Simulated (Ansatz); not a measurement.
# PF3 (phosphorus trifluoride) at CCSD(T)/STO-3G

Aim: the vertical electron affinity of PF3 (phosphorus trifluoride) at CCSD(T)/STO-3G, from 2 runs. 

The calculation is run with Ansatz 0.2.0.

50 further runs of the same task are left out: 10 that didn't finish, 40 set aside as unsound or not needed.

## 1. The system as given

The species is PF3 (4 atoms), meant as a singlet with charge 0. SMILES: `FP(F)F`. Geometry: relaxed at PBE0-D4/def2-TZVP.

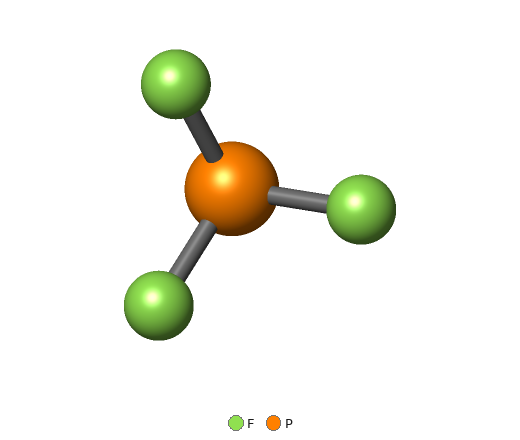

Viewed from a chosen angle; fluorine green, phosphorus orange.

## 2. The energy at CCSD(T)/STO-3G

Input file molecule.yaml:

```yaml
crystal:
  periodic: [false, false, false]
  atoms:
    - {symbol: F, position_ang: [0.834400, -0.663200, 0.874500]}
    - {symbol: P, position_ang: [-0.297500, 0.314600, 0.392300]}
    - {symbol: F, position_ang: [-1.061900, -0.696500, -0.536900]}
    - {symbol: F, position_ang: [0.525000, 1.045200, -0.730000]}
basis:
  gaussian:
    orbitals: STO-3G
magnetization:
  spin_polarized: false
  initial_magnetization: 0
correlation:
  method: ccsd_t
  frozen_orbitals: {F: 1, P: 5}
accuracy: high
scf:
  omitted_lower_state_checks: [cluster_reference, increment]
```

Command:

```console
$ ansatz run molecule.yaml --threads 1 --pin off --max-ram 2610MiB --events-out events.jsonl --progress --plain --runs-dir runs
```

The log of the run, cut to the lines that bear on the results:

```text
Warning: RAYON_NUM_THREADS=1 ignored (pool sized by the plan → 1); use --threads N
Functional definition: HF
  name "HF"
[...]
463 factors; integrals over basis functions are off by at most 2.4e-8 eV
[...]
mean field -17170.94838151 eV, -631.0207141338 hartree, gradient 6.5e-9 eV, S^2 0.000000; 0 other end points of the search recorded, 0 dependent functions left out
8 core orbitals not correlated: weight in the atoms' cores, before any rotation towards them, 1.000 or more for the frozen orbitals, at most 0.000 for the correlated occupied ones
reference -17170.94838151 eV, -631.0207141338 hartree; 13, 13 occupied and 3, 3 virtual orbitals, 463 factors
second order -2.06737901 eV of doubles, -0.00000000 eV of singles
cycle   1  -2.33287524 eV  change   -2.7e-1 eV  update   7.2e-2
[...]
cycle  19  -2.56700692 eV  change  -1.8e-10 eV  update   1.1e-9
perturbative correction -0.13380352 eV, -0.0049171887 hartree
Total energy: -17173.64919195 eV, -631.1199670867 hartree
Checks for a lower state left out: cluster_reference, increment
```

It took 0.26 s on 1 thread of Arm Neoverse V1, shared host.

## 3. The doublet anion at the same level

molecule.yaml: that of step 2 with these lines changed.

```diff
@@ -10,5 +10,9 @@
     orbitals: STO-3G
+accuracy: high
+total_charge: -1
 magnetization:
-  spin_polarized: false
-  initial_magnetization: 0
+  spin_polarized: true
+  initial_magnetization: 1
+scf:
+  omitted_lower_state_checks: [cluster_reference, increment]
 correlation:
@@ -16,4 +20 @@
   frozen_orbitals: {F: 1, P: 5}
-accuracy: high
-scf:
-  omitted_lower_state_checks: [cluster_reference, increment]
```

Command:

```console
$ ansatz run molecule.yaml --threads 1 --pin off --max-ram 2610MiB --events-out events.jsonl --progress --plain --runs-dir runs
```

The log of the run, cut to the lines that bear on the results:

```text
Warning: RAYON_NUM_THREADS=1 ignored (pool sized by the plan → 1); use --threads N
[... 2 set-up lines as earlier in the session ...]
[...]
463 factors; integrals over basis functions are off by at most 2.4e-8 eV
[...]
mean field -17159.44059173 eV, -630.5978106594 hartree, gradient 8.9e-9 eV, S^2 0.763107; 4 other end points of the search recorded, 0 dependent functions left out
8 core orbitals not correlated: weight in the atoms' cores, before any rotation towards them, 1.000 or more for the frozen orbitals, at most 0.000 for the correlated occupied ones
reference -17159.44059173 eV, -630.5978106594 hartree; 14, 13 occupied and 2, 3 virtual orbitals, 463 factors
second order -1.35656299 eV of doubles, -0.00000000 eV of singles
cycle   1  -1.55781842 eV  change   -2.0e-1 eV  update   5.7e-2
[...]
cycle  28  -1.73587065 eV  change    2.0e-9 eV  update   2.3e-9
perturbative correction -0.08047510 eV, -0.0029574054 hartree
Total energy: -17161.25693748 eV, -630.6645601346 hartree
Checks for a lower state left out: cluster_reference, increment
```

Wall time 1.3 s (1 thread of Arm Neoverse V1, shared host).

## 4. Results

Level: CCSD(T)/STO-3G, 8 core orbitals frozen.

| quantity | value |
| --- | --- |
| singlet PF3: total energy | -631.11997 Eh |
| singlet PF3: correlation energy (8 core orbitals frozen) | -99.3 mEh |
| singlet PF3: (T) correction | -4.92 mEh |
| singlet PF3: T1 diagnostic | 0.011 |
| doublet anion: total energy | -630.66456 Eh |
| doublet anion: correlation energy (8 core orbitals frozen) | -66.7 mEh |
| doublet anion: (T) correction | -2.96 mEh |
| doublet anion: ⟨S²⟩ of the reference determinant | 0.763 |
| doublet anion: T1 diagnostic | 0.011 |
| vertical electron affinity (to the doublet anion) | -12.392 eV |

The anion lies 12.39 eV (1196 kJ/mol) above the neutral: the electron isn't bound at this level, and such a value depends on the basis. Without diffuse functions anions come out too high. In a minimal basis such a difference can be off by several eV, whatever the method. The triples (singlet PF3) make up 5.0 % of the correlation energy. The triples (doublet anion) make up 4.4 % of the correlation energy.
